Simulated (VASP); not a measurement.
Data:

```xyz
3
Lattice="2.3982 -4.1539 0.0000 2.3982 4.1539 0.0000 0.0000 0.0000 5.8980" Properties=species:S:1:pos:R:3 pbc="T T T"
Te     0.5935     1.0279     3.9320
Te     3.6095     0.0000     0.0000
Te     0.5935    -1.0279     1.9660
```

Level of theory: revPBE GGA, VASP's PBE PAW potentials (set 64) (plane waves; VASP). Run with 520 eV cut-off, 6×6×4 Γ-centred mesh, tetrahedra with Blöchl corrections, potentials Te.

Unless said otherwise, spin-orbit coupling is left out, though it shifts the bands of the heavy elements here.

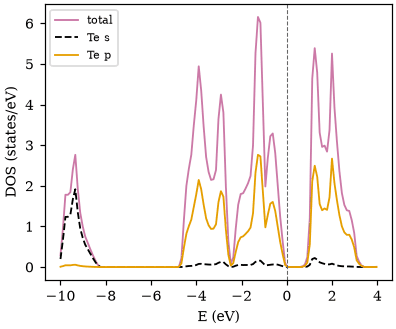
*Total and projected density of states, zero at the valence-band maximum*

Within 2 eV below the valence-band maximum the largest weight inside VASP's projection spheres is Te p.

The gap is indirect, 0.56 eV, from the valence maximum at L to the conduction minimum at H.

The compound is Te in the trig structure. It was relaxed first, which changed the volume by +15 %.
